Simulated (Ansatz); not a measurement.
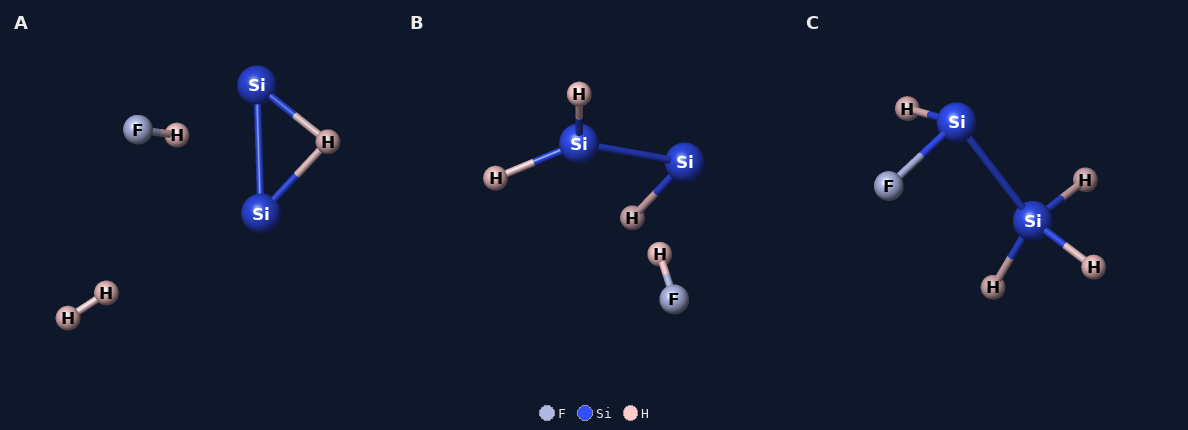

3 stationary structures of one formula. The species has charge −1 and is a spin singlet. Geometries: PBE-D4/def2-SVPD. Electronic energies: PBE-D4/def2-SVPD (Ansatz 0.2.0), without zero-point energy. No frequency run is at hand to confirm each as a minimum. Each is one conformer, not always the lowest.

### Rank them by energy, lowest first.

C is lowest (C1); B lies 144.1 kJ/mol above it (C1), A lies 254.9 kJ/mol above it (C1).
